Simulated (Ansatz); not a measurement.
# LiPtF3 (built on the sites of a database entry of KPdF3): a soft mode frozen in, part 2 of 2

Aim: this structure of LiPtF3 (built on the sites of a database entry of KPdF3) is to be tested for unstable modes, and one is followed downhill.

Ansatz 0.2.0; DFT LDA, scalar-relativistic, plane waves, PAW.

So far, highest frequency on the path or at a solved wavevector (cm⁻¹): step 2 (phonons on a q mesh) 510. Also lowest frequency on the path (cm⁻¹): step 2 -225.

The structure was built from a prototype and need not be the compound's stable phase.

### Step 4. The mode frozen in, largest atomic shift 0.6 Å

The atoms are moved along the unstable eigenvector, the largest shift by 0.6 Å, with the cell fixed.

input.yaml reads:

```yaml
crystal:
  lattice:
    - [4.2088759491, 4.2088759491, 0.0]
    - [4.2088759491, 0.0, 4.2088759491]
    - [4.2088759491, 0.0, -4.2088759491]
  atoms:
    - { symbol: Li, position: [0.4176953263, 0.2911523368, 0.7088476632] }
    - { symbol: Li, position: [0.5823046737, 0.7088476632, 0.2911523368] }
    - { symbol: Pt, position: [0.0, 0.0, 0.0] }
    - { symbol: Pt, position: [0.0, 0.5, 0.5] }
    - { symbol: F, position: [0.5, 0.75, 0.7248855574] }
    - { symbol: F, position: [0.5, 0.25, 0.2751144426] }
    - { symbol: F, position: [0.0251144426, 0.25, 0.75] }
    - { symbol: F, position: [-0.0251144426, 0.75, 0.25] }
    - { symbol: F, position: [-0.0251144426, 0.2751144426, 0.25] }
    - { symbol: F, position: [0.0251144426, 0.7248855574, 0.75] }
kpoints:
  mp_grid: { grid: [8, 8, 8] }
hamiltonian:
  xc: lda
scf:
  occupations: { method: methfessel_paxton, width: 0.2 }
output:
  forces: true
  stress: true
  eigenvalues: true
```

The run is started by

```console
> ansatz run input.yaml --threads 8 --pin off --max-ram 14336MiB --backend cpu --events-out ev --progress --plain --runs-dir out
```

Numbers of over 12 decimals in the logs are rounded to 6 here.

Output:

```text
[...]
Crystal: 10 atoms, lattice volume = 149.117 Å³
Basis set: ecut = 420 eV, 2891 PW (Γ)
Bands: 52, of which v1, the nominal top of the filled ones, is band 42 counted from 1 (41 counted from 0)
Symmetry: 12 space group operations
[...]
k-points: 65 of 512
[...]
k-point 0: bands = [... 38 lower, 4.7729, 5.1118, 5.2325, 5.2325, 6.2360, 8.1323, 8.1323, 10.5810, ... 6 higher]
  k-point 1: bands = [... 38 lower, 4.9107, 5.0733, 5.1841, 5.1932, 6.4205, 7.9957, 7.9970, 10.5969, ... 6 higher]
  k-point 2: bands = [... 38 lower, 5.0086, 5.0310, 5.3151, 5.3305, 6.9236, 7.6220, 7.6256, 10.2865, ... 6 higher]
  k-point 64: bands = [... 38 lower, 4.6067, 4.6067, 6.4055, 6.4055, 6.5583, 6.5583, 8.2245, 8.6802, ... 6 higher]
[key lines of the parts left out:]
SCF converged after 7 iterations
Free energy (F): -29651.723840 eV
Fermi energy:    6.211339 eV
P = ⅓ Tr σ = -0.1028 GPa (-1.028 kbar)
```

Wall time 5.9 s (8 threads of Arm Neoverse N1, shared host); peak memory 0.81 GiB; 44 s of CPU time.

Numbers from this step:

```
pressure                         : -0.1028 GPa
energy from the undistorted cell : -66.93 meV/atom
```

The energy, extrapolated to zero smearing, is -66.93 meV/atom against the undistorted cell.

The run ends at a pressure of -0.10 GPa, with forces up to 0.69 eV/Å.

### Step 5. Energy along the mode, all amplitudes (two of the runs are shown above)

An imaginary frequency means negative curvature, so the energy should fall and then rise again as anharmonic terms take over.

Numbers from this step:

```
depth at the lowest point sampled  : 66.93 meV/atom
largest atomic shift at that point : 0.6 Å
```

Energy from the parent against largest atomic shift:

```csv
largest atomic shift (Å),energy from the parent (meV/atom)
0.000,0
0.040,-0.314
0.080,-1.26
0.140,-3.84
0.220,-9.46
0.320,-19.9
0.450,-38.8
0.600,-66.9
```

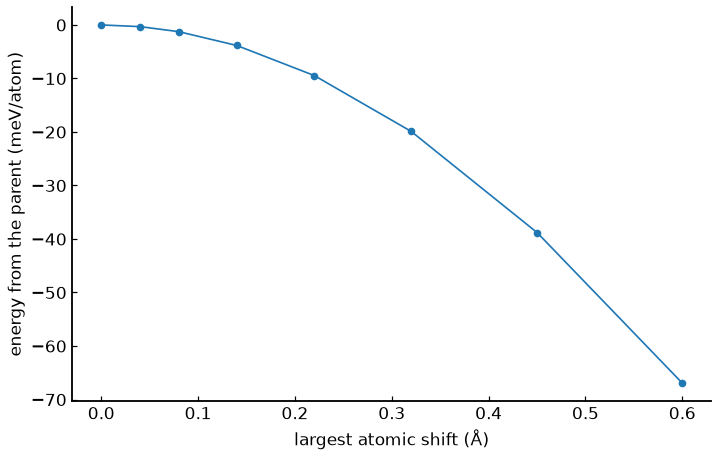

Energy from the parent against largest atomic shift.

Displacement at unit largest shift by atom:

```csv
atom,x (Å),y (Å),z (Å),size
Li1,-0.577,-0.577,0.577,0.999
Li2,0.577,0.577,-0.577,0.999
Pt3,0.000,0.000,0.000,0.000
Pt4,0.000,0.000,0.000,0.000
F5,-0.176,0.000,0.176,0.249
F6,0.176,0.000,-0.176,0.249
F7,0.176,0.176,0.000,0.249
F8,-0.176,-0.176,0.000,0.249
F9,0.000,-0.176,0.176,0.249
F10,0.000,0.176,-0.176,0.249
```

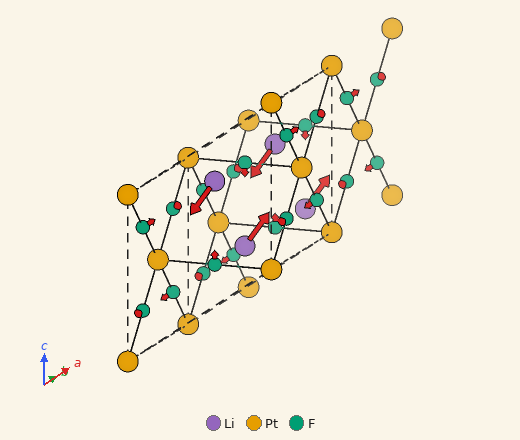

Displacement at unit largest shift as arrows, the longest 0.999 Å. 1×2×1 cells are drawn. Some periodic images of atoms are drawn too.

The lowest of the steps tried is the last one, at 0.6 Å, 66.9 meV/atom below the parent; the bottom of the well need not coincide with a step.

### Step 6. Relaxation from the frozen mode

Starting from the lowest point found, all atoms and the cell are let go, so that strain and other modes of the same symmetry can join in.

Changes to input.yaml since step 4:

```diff
@@ -26 +26,6 @@
   eigenvalues: true
+relax:
+  adjacent_minimum: "off"
+  f_tol: 0.002
+  max_steps: 120
+  cell: { stress_tol: 0.03 }
```

Output:

```text
[...]
Crystal: 10 atoms, lattice volume = 149.117 Å³
Basis set: ecut = 420 eV, 2891 PW (Γ)
Bands: 52, of which v1, the nominal top of the filled ones, is band 42 counted from 1 (41 counted from 0)
Symmetry: 12 space group operations
[...]
k-points: 65 of 512
[...]
SCF iter   1: F=—  HF=-29651.810017 eV  |F-HF|=—  |Δ(HF+E_count)|=         —  Δρ=1.67e-2  dr2=2.81e-1  ethr=1.77e-3  ⟨swp⟩=6.0  Hψ=12524  notcnv=0
[...]
SCF iter   7: F=-29651.723840 eV  HF=-29651.723840 eV  |F-HF|=3.43e-8  |Δ(HF+E_count)|=   1.75e-9  S|Δr|=    0.00e0  Δρ=4.57e-6  dr2=3.81e-8  ethr=1.19e-10  ⟨swp⟩=8.6  Hψ=11076  notcnv=0
SCF 1 converged in 7 iterations: F = -29651.723840 eV  dr2 = 3.81e-8
[...]
relax step   1: F+E_penalty+E_count = -29651.72384000 eV  Δ(F+E_penalty+E_count) = +0.000e0 eV  max|allowed force component| = 3.966e-1 eV/Å  Δτ_max = 0.0000 Å  P = -0.103 GPa  Ω = 149.117 Å³  (7 SCF iters, dr2 threshold 1.00e-7 eV, accepted)
Crystal: 10 atoms, lattice volume = 150.686 Å³
Basis set: ecut = 420 eV, 2921 PW (Γ)
[...]
SCF iter   6: F=-29652.134649 eV  HF=-29652.134649 eV  |F-HF|=6.47e-7  |Δ(HF+E_count)|=   1.71e-6  S|Δr|=    0.00e0  Δρ=3.12e-5  dr2=8.07e-7  ethr=1.19e-9  ⟨swp⟩=6.3  Hψ=13430  notcnv=0
SCF 2 converged in 6 iterations: F = -29652.134649 eV  dr2 = 8.07e-7
[...]
relax step   2: F+E_penalty+E_count = -29652.13464885 eV  Δ(F+E_penalty+E_count) = -4.108e-1 eV  max|allowed force component| = 4.276e-1 eV/Å  Δτ_max = 0.1975 Å  P = -1.079 GPa  Ω = 150.686 Å³  energy of the carried Pulay correction = -6.891e-3 eV  (6 SCF iters, dr2 threshold 1.00e-6 eV, accepted)
Crystal: 10 atoms, lattice volume = 150.823 Å³
Basis set: ecut = 420 eV, 2939 PW (Γ)
[...]
SCF iter   6: F=-29652.362669 eV  HF=-29652.362670 eV  |F-HF|=3.66e-7  |Δ(HF+E_count)|=   4.48e-7  S|Δr|=    0.00e0  Δρ=2.22e-5  dr2=4.49e-7  ethr=1.19e-9  ⟨swp⟩=6.1  Hψ=12724  notcnv=0
SCF 3 converged in 6 iterations: F = -29652.362669 eV  dr2 = 4.49e-7
relax step   3: F+E_penalty+E_count = -29652.36266946 eV  Δ(F+E_penalty+E_count) = -2.280e-1 eV  max|allowed force component| = 4.059e-1 eV/Å  Δτ_max = 0.0837 Å  P = -1.239 GPa  Ω = 150.823 Å³  energy of the carried Pulay correction = -7.488e-3 eV  (6 SCF iters, dr2 threshold 1.00e-6 eV, accepted)
[... from here on, the SCF cycles and remarks between the steps are left out ...]
relax step   4: F+E_penalty+E_count = -29652.67155424 eV  Δ(F+E_penalty+E_count) = -3.089e-1 eV  max|allowed force component| = 8.260e-2 eV/Å  Δτ_max = 0.1950 Å  P = +2.060 GPa  Ω = 147.281 Å³  energy of the carried Pulay correction = +8.161e-3 eV  (6 SCF iters, dr2 threshold 1.00e-6 eV, accepted)
relax step   5: F+E_penalty+E_count = -29652.60469252 eV  Δ(F+E_penalty+E_count) = +6.686e-2 eV  max|allowed force component| = 1.176e-1 eV/Å  Δτ_max = 0.1546 Å  P = -2.526 GPa  Ω = 155.916 Å³  energy of the carried Pulay correction = -2.935e-2 eV  (7 SCF iters, dr2 threshold 1.00e-6 eV, rejected (line search))
relax step   6: F+E_penalty+E_count = -29652.68914303 eV  Δ(F+E_penalty+E_count) = -1.759e-2 eV  max|allowed force component| = 5.597e-2 eV/Å  Δτ_max = 0.0668 Å  P = +1.379 GPa  Ω = 148.732 Å³  energy of the carried Pulay correction = +1.704e-3 eV  (10 SCF iters, accepted)
relax step   7: F+E_penalty+E_count = -29652.69071465 eV  Δ(F+E_penalty+E_count) = -1.572e-3 eV  max|allowed force component| = 1.448e-2 eV/Å  Δτ_max = 0.0129 Å  P = -0.136 GPa  Ω = 151.043 Å³  energy of the carried Pulay correction = -8.447e-3 eV  (6 SCF iters, dr2 threshold 1.00e-6 eV, accepted)
relax step   8: F+E_penalty+E_count = -29652.69173444 eV  Δ(F+E_penalty+E_count) = -1.020e-3 eV  max|allowed force component| = 5.924e-4 eV/Å  Δτ_max = 0.0059 Å  P = +0.006 GPa  Ω = 150.871 Å³  energy of the carried Pulay correction = -7.696e-3 eV  (5 SCF iters, dr2 threshold 5.01e-8 eV, accepted)
relax step   9: F+E_penalty+E_count = -29652.71931780 eV  Δ(F+E_penalty+E_count) = -2.758e-2 eV  max|allowed force component| = 2.528e-3 eV/Å  Δτ_max = 0.0000 Å  P = +0.281 GPa  Ω = 150.871 Å³  stress off target by 9.00e-1 GPa  SCF on the basis re-selected at this cell (its energy is not comparable with the rows above)  (8 SCF iters)
relax step  10: F+E_penalty+E_count = -29652.72608105 eV  Δ(F+E_penalty+E_count) = -6.763e-3 eV  max|allowed force component| = 2.328e-2 eV/Å  Δτ_max = 0.0130 Å  P = +0.059 GPa  Ω = 151.075 Å³  energy of the carried Pulay correction = -6.240e-4 eV  (5 SCF iters, dr2 threshold 1.00e-6 eV, accepted)
relax step  11: F+E_penalty+E_count = -29652.72580428 eV  Δ(F+E_penalty+E_count) = +2.768e-4 eV  max|allowed force component| = 4.123e-3 eV/Å  Δτ_max = 0.0218 Å  P = +0.084 GPa  Ω = 151.349 Å³  energy of the carried Pulay correction = -1.838e-3 eV  (6 SCF iters, dr2 threshold 3.39e-8 eV, accepted)
relax step  12: F+E_penalty+E_count = -29652.72533197 eV  Δ(F+E_penalty+E_count) = +4.723e-4 eV  max|allowed force component| = 5.373e-4 eV/Å  Δτ_max = 0.0019 Å  P = +0.002 GPa  Ω = 151.468 Å³  energy of the carried Pulay correction = -2.378e-3 eV  (5 SCF iters, dr2 threshold 2.40e-8 eV, accepted)
relax step  13: F+E_penalty+E_count = -29652.72999853 eV  Δ(F+E_penalty+E_count) = -4.667e-3 eV  max|allowed force component| = 1.048e-3 eV/Å  Δτ_max = 0.0000 Å  P = +0.026 GPa  Ω = 151.468 Å³  stress off target by 1.99e-1 GPa  SCF on the basis re-selected at this cell (its energy is not comparable with the rows above)  (7 SCF iters)
relax step  14: F+E_penalty+E_count = -29652.73044099 eV  Δ(F+E_penalty+E_count) = -4.425e-4 eV  max|allowed force component| = 5.468e-4 eV/Å  Δτ_max = 0.0069 Å  P = -0.004 GPa  Ω = 151.521 Å³  energy of the carried Pulay correction = -1.491e-4 eV  (5 SCF iters, dr2 threshold 9.92e-8 eV, accepted)
relax step  15: F+E_penalty+E_count = -29652.73059148 eV  Δ(F+E_penalty+E_count) = -1.505e-4 eV  max|allowed force component| = 6.400e-4 eV/Å  Δτ_max = 0.0000 Å  P = -0.003 GPa  Ω = 151.521 Å³  stress off target by 4.83e-2 GPa  SCF on the basis re-selected at this cell (its energy is not comparable with the rows above)  (6 SCF iters)
relax step  16: F+E_penalty+E_count = -29652.73068235 eV  Δ(F+E_penalty+E_count) = -9.087e-5 eV  max|allowed force component| = 1.167e-4 eV/Å  Δτ_max = 0.0023 Å  P = +0.000 GPa  Ω = 151.520 Å³  energy of the carried Pulay correction = +3.414e-5 eV  (6 SCF iters, dr2 threshold 5.82e-9 eV, accepted)
[...]
SCF iter   4: F=-29652.730846 eV  HF=-29652.730846 eV  |F-HF|=1.46e-11  |Δ(HF+E_count)|=  2.62e-10  S|Δr|=    0.00e0  Δρ=1.65e-7  dr2=2.28e-11  ethr=1.00e-12  ⟨swp⟩=4.6  Hψ=15169  notcnv=0
SCF 17 converged in 4 iterations: F = -29652.730846 eV  dr2 = 2.28e-11
relax step  17: F+E_penalty+E_count = -29652.73084630 eV  Δ(F+E_penalty+E_count) = -1.639e-4 eV  max|allowed force component| = 1.415e-4 eV/Å  Δτ_max = 0.0000 Å  P = -0.000 GPa  Ω = 151.520 Å³  stress off target by 1.67e-2 GPa  SCF on the basis re-selected at this cell (its energy is not comparable with the rows above)  (4 SCF iters)
[...]
SCF converged after 4 iterations
[...]
Free energy (F): -29652.730846 eV
[...]
Internal energy: -29652.728919 eV  (E = F + TS)
E sigma→0 (E₀):  -29652.730364 eV
Entropy (-TS):   -0.001928 eV (-0.193 meV/atom)
Fermi energy:    5.311984 eV
[...]
--- Forces (eV/Å), atoms counted from 1 ---
  atom   1  Li    -0.00011661    -0.00011661     0.00011661
  atom   2  Li     0.00011661     0.00011661    -0.00011661
  atom   3  Pt     0.00000000     0.00000000     0.00000000
  atom   4  Pt    -0.00000000     0.00000000     0.00000000
  atom   5  F      0.00009560    -0.00014149    -0.00009560
  atom   6  F     -0.00009560     0.00014149     0.00009560
  atom   7  F     -0.00009560    -0.00009560    -0.00014149
  atom   8  F      0.00009560     0.00009560     0.00014149
  atom   9  F     -0.00014149     0.00009560    -0.00009560
  atom  10  F      0.00014149    -0.00009560     0.00009560
  max |Σ_I F_I| component: 1.04e-17 eV/Å
--- Stress (GPa, compression-positive) ---
       -0.000029       0.008362      -0.008362
        0.008362      -0.000029      -0.008362
       -0.008362      -0.008362      -0.000029
  P = ⅓ Tr σ = -0.0000 GPa (-0.000 kbar)
--- Band table (eV; the first three rows and the last of 65) ---
  k-point 0: bands = [... 38 lower, 4.1146, 4.1146, 4.3706, 4.3706, 5.9523, 6.9493, 6.9493, 10.3391, ... 6 higher]
  k-point 1: bands = [... 38 lower, 4.1716, 4.1802, 4.3693, 4.3848, 6.1422, 6.8226, 6.8364, 10.4006, ... 6 higher]
  k-point 2: bands = [... 38 lower, 4.1642, 4.1761, 4.5437, 4.6019, 6.4758, 6.5271, 6.6642, 10.2011, ... 6 higher]
  k-point 64: bands = [... 38 lower, 3.9827, 3.9827, 5.3147, 5.3147, 5.7602, 5.7602, 7.8826, 8.2349, ... 6 higher]
--- Relaxed structure (13 steps of the walk, 12 accepted, 4 SCFs on fresh bases) ---
  F+E_penalty+E_count = -29652.73084630 eV   max|allowed force component| = 1.415e-4 eV/Å   (the final SCF, on the basis selected at the relaxed cell)
  cell:  # Å, volume = 151.5202 Å³
    - [4.392907, 4.392907, -0.311878]
    - [4.081028, 0.0, 4.081028]
    - [4.392907, 0.311878, -4.392907]
  atoms:
    - { symbol: Li, position: [0.336337, 0.331832, 0.668168] }
    - { symbol: Li, position: [0.663663, 0.668168, 0.331832] }
    - { symbol: Pt, position: [7.418850768044016e-19, 2.629119640671847e-19, 4.277753144681637e-19] }
    - { symbol: Pt, position: [-5.421010862427522e-18, 0.500000, 0.500000] }
    - { symbol: F, position: [0.497739, 0.751131, 0.703962] }
    - { symbol: F, position: [0.502261, 0.248869, 0.296038] }
    - { symbol: F, position: [0.047169, 0.248869, 0.751131] }
    - { symbol: F, position: [-0.047169, 0.751131, 0.248869] }
    - { symbol: F, position: [-0.047169, 0.296038, 0.248869] }
    - { symbol: F, position: [0.047169, 0.703962, 0.751131] }
```

Run time: 1.7 min. Hardware: 8 threads; peak memory 0.9 GiB.

Step by step:

```csv
step,energy less that of the first step (eV),largest force component (eV/Å),pressure (GPa),volume (Å³)
1,0.0000,0.3966,-0.10,149.12
2,-0.4108,0.4276,-1.08,150.69
3,-0.6388,0.4059,-1.24,150.82
4,-0.9477,0.0826,2.06,147.28
5,-0.8809,0.1176,-2.53,155.92
6,-0.9653,0.0560,1.38,148.73
7,-0.9669,0.0145,-0.14,151.04
8,-0.9679,0.0006,0.01,150.87
9*,-0.9955,0.0025,0.28,150.87
10,-1.0022,0.0233,0.06,151.08
11,-1.0020,0.0041,0.08,151.35
12,-1.0015,0.0005,0.00,151.47
13*,-1.0062,0.0010,0.03,151.47
14,-1.0066,0.0005,0.00,151.52
15*,-1.0068,0.0006,0.00,151.52
16,-1.0068,0.0001,0.00,151.52
17*,-1.0070,0.0001,0.00,151.52
```

Relaxation steps marked * repeat the geometry before them on a plane-wave basis chosen anew for their cell, so energy and pressure can jump there. Relaxation step 5 was tried and not accepted.

Forces are held to the 12 operations that the run works with; a distortion that breaks them can't arise in this run.

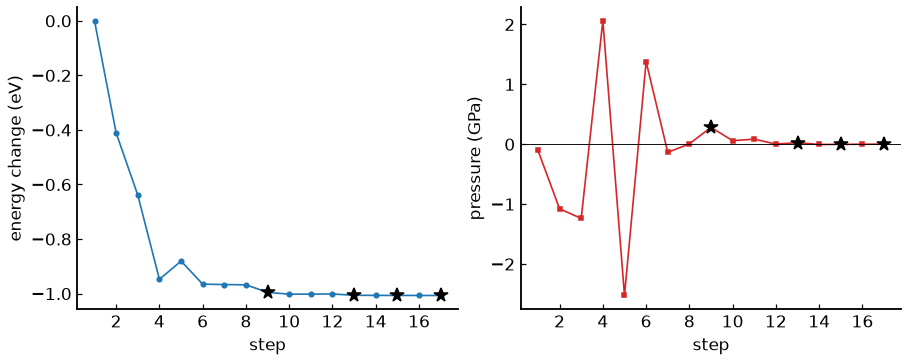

Energy and pressure along the relaxation. Stars mark steps on a basis chosen anew.

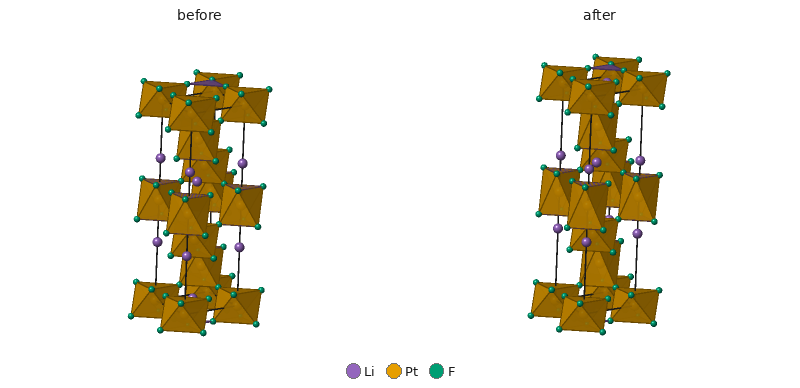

The structure before and after the relaxation, drawn at the same scale.

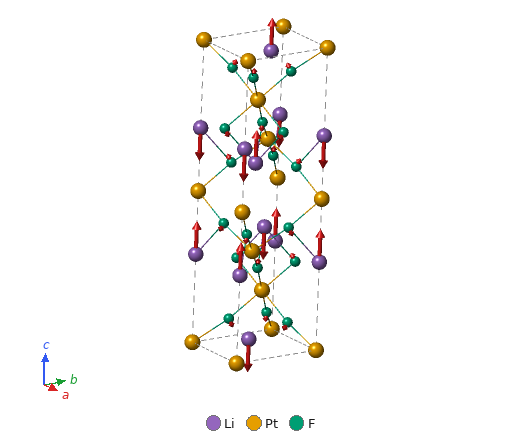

Displacements in the relaxation, exaggerated, measured against the changing cell; the longest in the cell stands for 0.64 Å. Bonds to atoms that aren't drawn are left out. Some periodic images of atoms are drawn too.

```csv
"conventional cell, symmetrised",before,after,change
a (Å),5.952,5.771,-3.0 %
b (Å),5.952,5.771,-3.0 %
c (Å),14.580,15.758,+8.1 %
volume (Å³/atom),14.91,15.15,+1.6 %
```

The atoms that moved most (Å, as changes of fractional coordinates times the final cell):

```csv
atom,dx,dy,dz,length
Li2,0.370,0.370,-0.370,0.641
Li1,-0.370,-0.370,0.370,0.641
F10,0.016,0.097,-0.097,0.138
F9,-0.016,-0.097,0.097,0.138
F8,-0.097,-0.097,0.016,0.138
F5,-0.097,-0.016,0.097,0.138
F6,0.097,0.016,-0.097,0.138
F7,0.097,0.097,-0.016,0.138
```

The relaxed structure:

```
Li Pt F
1.0
     4.39291    4.39291   -0.31188
     4.08103    0.00000    4.08103
     4.39291    0.31188   -4.39291
Li Pt F
2 2 6
Direct
  0.33634 0.33183 0.66817
  0.66366 0.66817 0.33183
  0.00000 0.00000 0.00000
  0.00000 0.50000 0.50000
  0.49774 0.75113 0.70396
  0.50226 0.24887 0.29604
  0.04717 0.24887 0.75113
  0.95283 0.75113 0.24887
  0.95283 0.29604 0.24887
  0.04717 0.70396 0.75113
```

Numbers from this step:

| Property | Result |
| --- | --- |
| pressure | -2.88e-5 GPa |
| volume per atom | 15.15 Å³ |

The distorted start has space group R-3m; the relaxation ends in R-3m.

### Step 7. Outcome

| Quantity | Value |
| --- | --- |
| unstable mode of the parent | q = (-0.5, -0.5, -0.5), 225i cm⁻¹ |
| depth at the lowest point sampled | 66.9 meV/atom |
| largest atomic shift at that point | 0.6 Å |
| space group reached (within 0.01 Å) | R-3m |
| energy gained over the parent (first relaxation, on the mesh of the frozen mode) | 168 meV/atom |
| volume per atom, phase reached | 15.2 Å³ |

**Reading.** Along this mode the structure falls into R-3m, 168 meV/atom below the parent. At the parent's cell the well is 66.93 meV/atom deep on the steps tried, with its lowest point at a shift of 0.6 Å. That is the last step tried, so the steps alone don't bracket the bottom of the well. Relaxing atoms and cell changes the gain by +100.67 meV/atom against the lowest step (energies at zero smearing). Most of the total comes from this relaxation. The modes of the phase reached were not computed on this path. Of the 6 patterns followed to their end from this parent, this one ends 44.9 meV/atom above the lowest, Imma. Another end point lies within 1 meV/atom; how such a difference moves with mesh and cutoff was not tested. Each path keeps the symmetry of its pattern, so a lower phase may lie along a pattern not tried. With no gap, or one that is small against the smearing, the frequencies hang on the k mesh and the smearing, most of all near Kohn anomalies. Spin-orbit coupling is left out, which can matter for the heavy elements here. The starting cell was built on a prototype and not taken from a measurement, so the phase need not exist.

[Logs are printed without paths, hosts, clocks, repeated set-up lines and the standing remarks that a program may print on its own settings, such as how far it seeks lower states.]

[Hosts, paths, dates, database ids (printed as entryN), source tags and the programs' standing remarks are cut or masked in the printed files.]
